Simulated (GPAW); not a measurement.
Two runs for the Ti L₃ edge of atom 1 in Ti (Titanium, P6_3/mmc). Run A: GPAW, LDA, excited-electron core hole (neutral cell), 8-atom cell with 5.5 Å between holes, 6×6×6 k points, dipole transitions, Gaussian full width 0.9 eV up to 4 eV, rising linearly to 3.5 eV at 25 eV. Run B differs in one choice.

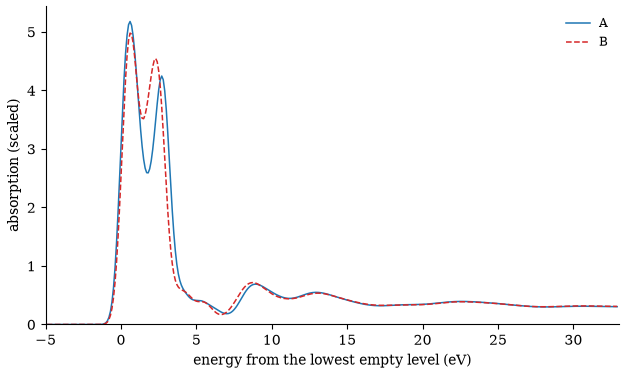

Energy from the lowest empty level; intensity scaled to a mean of 1 over the first 20 eV.

What was changed?
a) the size of the supercell
b) the plane-wave cutoff
c) the broadening
d) the volume of the cell

(a): run B changes the supercell atoms from 8 to 2, and the k mesh follows the cell. Against the first run the r.m.s. difference is 22 %. The highest intensity below 24 eV stays at 0.6 eV. Other settings could leave a like mark; this is the one that was changed.

[Hosts, paths, dates, database ids (printed as entryN), source tags and the programs' standing remarks are cut or masked in the printed files.]

[Lists of maxima count a maximum above −3 eV only where it reaches 4 % of the highest in the window and stands out from its surroundings by 2 % of it (1.5 % where it reaches 55 %); shoulders and weaker maxima are passed over, and of the rest the first, up to two pre-edge ones and the few strongest are named.]
